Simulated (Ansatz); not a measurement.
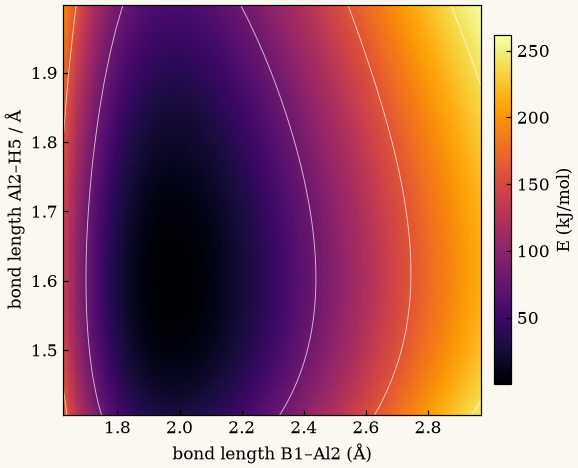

Energy landscape of AlBH3, SMILES [BH2][AlH], spin multiplicity 2. 
- The first coordinate is: bond length B1–Al2; the second: bond length Al2–H5.
- Nothing is relaxed (all other coordinates rigid).
- The scan uses a 15 × 15 grid.
- Points are written as (first, second).
- Energies: kJ/mol, counted from the relaxed molecule at the same level.
- These are results of UKS SPW92 (LDA)/def2-TZVP (Ansatz 0.2.0), not measurements.

In the figure: a smooth colour map with a few white contour lines. Between grid points the surface is interpolated. 

Summarise what can be read from the map.

The lowest grid point is at (2.010 Å, 1.618 Å), 0.8 kJ/mol from the relaxed molecule at the same level. No other kind of well shows on this grid. The highest grid point, (2.972 Å, 1.998 Å), lies 261 kJ/mol above the lowest. Round the minimum the two coordinates are nearly uncoupled.

Grid values (kJ/mol):

```csv
"bond length Al2–H5 ↓, bond length B1–Al2 →",1.625,1.721,1.817,1.914,2.010,2.106,2.202,2.299,2.395,2.491,2.587,2.683,2.780,2.876,2.972
1.998,198,123,80,61,58,66,81,101,124,147,171,195,219,241,261
1.955,189,113,71,52,49,57,72,92,115,138,163,187,210,232,253
1.913,180,105,62,43,40,48,63,83,106,130,155,179,202,225,246
1.871,172,96,54,35,32,40,55,75,98,122,147,171,195,218,239
1.829,164,89,46,27,24,32,48,68,91,115,140,164,188,211,232
1.787,158,82,39,20,17,25,41,61,84,109,133,158,182,205,227
1.744,152,76,33,14,11,19,35,55,78,103,128,153,177,200,222
1.702,147,71,28,9,6,14,30,51,74,98,123,148,173,196,218
1.660,144,68,25,5,3,11,27,47,71,95,120,145,170,193,215
1.618,142,66,23,4,1,9,25,46,69,94,119,144,169,192,215
1.575,143,66,23,4,1,9,25,46,69,94,120,145,170,193,216
1.533,146,69,26,6,3,12,27,48,72,97,122,148,173,196,219
1.491,151,74,31,11,8,17,33,54,77,102,128,153,178,202,225
1.449,160,83,39,20,17,25,41,62,86,111,136,162,187,211,234
1.406,173,95,52,32,29,38,53,74,98,123,149,175,200,224,247
```

Each point was launched as `ansatz run input.yaml --threads 1 --pin off --max-ram 2560MiB --backend cpu --events-out ev --progress --plain --runs-dir out`. The whole map (225 points run) took 6.5 min on 1 thread of Arm Neoverse V2 (shared host).
